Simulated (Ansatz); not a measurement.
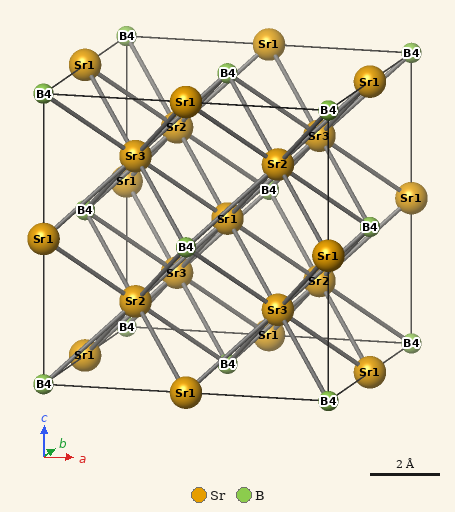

Starting structure of crystalline Sr₃B (a generated structure, set up in Fm-3m) (coarse preliminary run). The picture is a ball-and-stick view of the conventional cell (4 times the calculation's cell), seen slightly off an axis. Lengths and directions refer to the drawn axes.

Method: DFT PBE, scalar-relativistic, plane waves, PAW in Ansatz 0.2.0.

Input file:
```yaml
crystal:
  lattice:
    - [0.0, 4.30904142, 4.30904142]
    - [4.30904142, 0.0, 4.30904142]
    - [4.30904142, 4.30904142, 0.0]
  atoms:
    - { symbol: Sr, position: [0.5, 0.5, 0.5] }
    - { symbol: Sr, position: [0.25, 0.25, 0.25] }
    - { symbol: Sr, position: [0.75, 0.75, 0.75] }
    - { symbol: B, position: [0.0, 0.0, 0.0] }
basis:
  ecutwfc: 420
kpoints:
  mp_grid: { grid: [4, 4, 4] }
hamiltonian:
  xc: pbe
scf:
  occupations: { method: gaussian, width: 0.1 }
  lower_state_search: "off"
output:
  forces: true
  stress: true
  eigenvalues: true
relax:
  adjacent_minimum: "off"
  f_tol: 0.04
  max_steps: 70
  cell: { stress_tol: 0.4 }
```

Launched with:
```bash
ansatz run input.yaml --threads 1 --pin off --max-ram 2048MiB --backend cpu --events-out ev --progress --plain --runs-dir out
```

Question: Predict the outcome.

Answer: The energy falls by 50.3 meV per atom in 2 accepted moves (3 points after the start). All forces vanish by symmetry, so only the cell relaxes. The pressure goes from −2.09 to 0.24 GPa. The SCF was repeated once at an unchanged geometry on a basis and grid sized afresh for the cell, which shifted the energy by 0.3 meV per atom at most. No atom moves by more than 0.005 Å relative to the cell. Cell: a = b = c 8.618 → 8.046 Å (−6.6 %). Volume −18.6 %. Among the contacts that change: Sr2–B4 3.732 → 3.484 Å, Sr1–Sr2 3.732 → 3.484 Å. The space group stays Fm-3m (No. 225).

The structure at the end:

```xyz
4
Lattice="0.0000 4.0230 4.0230 4.0230 0.0000 4.0230 4.0230 4.0230 0.0000" Properties=species:S:1:pos:R:3 pbc="T T T"
Sr    4.0230    4.0230    4.0230
Sr    2.0115    2.0115    2.0115
Sr    6.0344    6.0344    6.0344
B     8.0459    8.0459    8.0459
```

After the run, drawn alike:

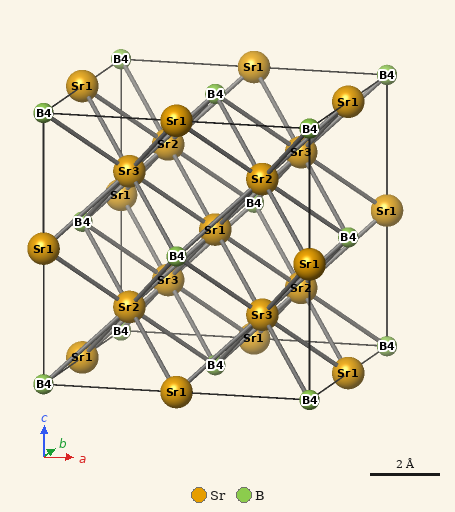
